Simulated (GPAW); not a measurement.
**Geometry relaxation of SiNH₃ (part 5 of 5)**

Continued. System: SiNH₃. Method: LDA (PW92)/plane waves, scalar-relativistic datasets (GPAW 26.7.0). The geometry comes from this level: GFN2-xTB.

Geometry of the input (Å):
```
N  -0.2987  -0.4693  0.1229
Si 0.0054  1.1950  0.3897
H  0.1891  -1.0675  -0.5292
H  -1.0095  -0.9776  0.6207
H  1.1137  1.3194  -0.6042
```

Trajectory as extended XYZ, continued
```
5
Properties=species:S:1:pos:R:3:forces:R:3 step=7 energy=-24.31040
N     7.7158    7.6013    7.7245    0.0877   0.1312  -0.0261
Si    7.9927    9.2672    8.0162   -0.0381  -0.0635   0.0146
H     8.2068    6.9974    7.0664    0.0483   0.0284  -0.0356
H     6.9943    7.0924    8.2309   -0.0702  -0.0203   0.0584
H     9.1381    9.3793    6.9835   -0.0251  -0.0788  -0.0031
5
Properties=species:S:1:pos:R:3:forces:R:3 step=8 energy=-24.31077
N     7.7166    7.6019    7.7242    0.0375   0.0757   0.0013
Si    7.9911    9.2670    8.0176    0.0015  -0.0459  -0.0164
H     8.2078    6.9979    7.0656    0.0385   0.0374  -0.0232
H     6.9938    7.0929    8.2315   -0.0257   0.0007   0.0240
H     9.1385    9.3778    6.9827   -0.0500  -0.0711   0.0227
5
Properties=species:S:1:pos:R:3:forces:R:3 step=9 energy=-24.31097
N     7.7175    7.6030    7.7240   -0.0202  -0.0130   0.0246
Si    7.9900    9.2664    8.0185    0.0309  -0.0083  -0.0312
H     8.2088    6.9987    7.0649    0.0252   0.0512  -0.0059
H     6.9932    7.0933    8.2322    0.0288   0.0313  -0.0164
H     9.1383    9.3762    6.9822   -0.0631  -0.0634   0.0376
5
Properties=species:S:1:pos:R:3:forces:R:3 step=10 energy=-24.31111
N     7.7179    7.6036    7.7241   -0.0430  -0.0664   0.0272
Si    7.9894    9.2660    8.0189    0.0434   0.0220  -0.0328
H     8.2098    6.9996    7.0643    0.0137   0.0609   0.0085
H     6.9930    7.0938    8.2325    0.0518   0.0410  -0.0342
H     9.1377    9.3744    6.9822   -0.0642  -0.0579   0.0404
5
Properties=species:S:1:pos:R:3:forces:R:3 step=11 energy=-24.31133
N     7.7181    7.6037    7.7242   -0.0318  -0.0646   0.0162
Si    7.9892    9.2658    8.0190    0.0412   0.0299  -0.0279
H     8.2106    7.0007    7.0640    0.0063   0.0601   0.0154
H     6.9932    7.0945    8.2326    0.0431   0.0276  -0.0302
H     9.1369    9.3728    6.9824   -0.0568  -0.0529   0.0353
5
Properties=species:S:1:pos:R:3:forces:R:3 step=12 energy=-24.31159
N     7.7179    7.6034    7.7245   -0.0020  -0.0199   0.0026
Si    7.9893    9.2658    8.0189    0.0290   0.0194  -0.0199
H     8.2112    7.0019    7.0638    0.0051   0.0485   0.0130
H     6.9936    7.0951    8.2325    0.0148   0.0002  -0.0125
H     9.1359    9.3712    6.9828   -0.0444  -0.0490   0.0250
5
Properties=species:S:1:pos:R:3:forces:R:3 step=13 energy=-24.31177
N     7.7178    7.6030    7.7247    0.0218   0.0370  -0.0015
Si    7.9897    9.2660    8.0187    0.0109   0.0036  -0.0079
H     8.2118    7.0032    7.0637    0.0112   0.0300   0.0014
H     6.9940    7.0956    8.2323   -0.0137  -0.0257   0.0059
H     9.1348    9.3696    6.9833   -0.0276  -0.0456   0.0105
5
Properties=species:S:1:pos:R:3:forces:R:3 step=14 energy=-24.31190
N     7.7180    7.6030    7.7248    0.0171   0.0549   0.0078
Si    7.9901    9.2662    8.0184   -0.0057   0.0007   0.0068
H     8.2123    7.0045    7.0637    0.0179   0.0168  -0.0089
H     6.9942    7.0957    8.2322   -0.0173  -0.0310   0.0078
H     9.1336    9.3679    6.9838   -0.0103  -0.0418  -0.0043
5
Properties=species:S:1:pos:R:3:forces:R:3 step=15 energy=-24.31203
N     7.7183    7.6036    7.7250   -0.0018   0.0315   0.0171
Si    7.9903    9.2664    8.0183   -0.0146   0.0101   0.0183
H     8.2128    7.0056    7.0636    0.0167   0.0149  -0.0082
H     6.9942    7.0955    8.2322   -0.0008  -0.0198  -0.0035
H     9.1327    9.3662    6.9842    0.0027  -0.0373  -0.0150
```

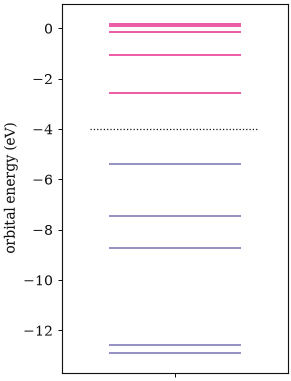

*Orbital energies near the frontier; the dotted line parts filled from empty levels, and levels within 0.02 eV of each other stand side by side.*

Highest filled −5.39 eV, lowest empty −2.58 eV, 2.81 eV apart.

Results in brief

| quantity | value |
| --- | --- |
| outcome | converged |
| energy relative to the program's reference atoms | −24.3120 eV |
| largest force | 0.040 eV/Å |
| HOMO | −5.39 eV |
| LUMO | −2.58 eV |
| dipole moment | 2.11 D |
| wall time | 4.4 min |
| peak memory | 1.4 GiB |

Remarks

Settings chosen away from the usual ones: vacuum set to 7.0 (from 4.5).
